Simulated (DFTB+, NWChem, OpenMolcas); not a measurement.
# H2CO (formaldehyde): methods side by side

H2CO has 4 atoms, charge 0, and is taken as a singlet. As SMILES, `C=O`. The shape is that of a PBE0-D4/def2-TZVP optimisation.

Quantity: the dipole moment, in D. The values are calculated.

Measured value to compare with: NIST CCCBDB gives the dipole moment of the gas as 2.33 D.

```json
{"level": "DFTB3-D3(BJ)", "kind": "semi-empirical", "program": "DFTB+", "value (D)": "1.70", "computed − measured": "-0.63", "CPU time": "under 2 s"}
{"level": "HF/def2-TZVPP", "kind": "Hartree–Fock", "program": "OpenMolcas", "value (D)": "2.76", "computed − measured": "+0.43", "CPU time": "4.7 s"}
{"level": "SVWN5/def2-TZVPP", "kind": "LDA", "program": "NWChem", "value (D)": "2.20", "computed − measured": "-0.13", "CPU time": "8.2 s"}
{"level": "PBE/def2-TZVPP", "kind": "GGA", "program": "OpenMolcas", "value (D)": "2.12", "computed − measured": "-0.21", "CPU time": "12 s"}
{"level": "M06-L/def2-TZVPP", "kind": "meta-GGA", "program": "OpenMolcas", "value (D)": "2.10", "computed − measured": "-0.23", "CPU time": "14 s"}
{"level": "BHLYP/def2-TZVPP", "kind": "global hybrid", "program": "OpenMolcas", "value (D)": "2.51", "computed − measured": "+0.18", "CPU time": "12 s"}
{"level": "CAM-B3LYP/def2-TZVPP", "kind": "range-separated hybrid", "program": "NWChem", "value (D)": "2.40", "computed − measured": "+0.07", "CPU time": "32 s"}
```

Nearest: CAM-B3LYP/def2-TZVPP (+0.07 D); farthest: DFTB3-D3(BJ) (-0.63 D). The measured dipole is a vibrational average, so differences of a few hundredths of a debye mean little. Computed less measured by kind, in D (def2-TZVPP rows): semi-empirical -0.63; Hartree–Fock +0.43; LDA -0.13; GGA -0.21; meta-GGA -0.23; global hybrid +0.18; range-separated hybrid +0.07. CPU times are rough (shared hosts, several kinds of processor): they show what a rung costs within a factor of a few.

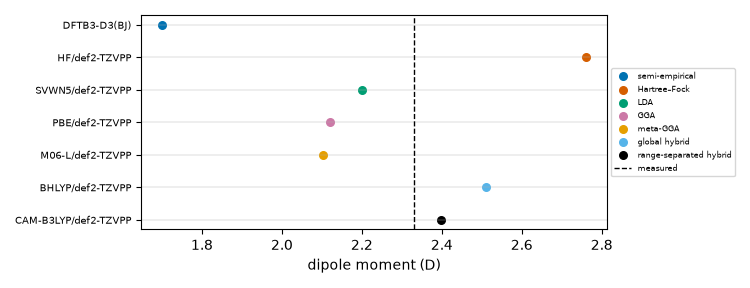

The values of the table, level by level.
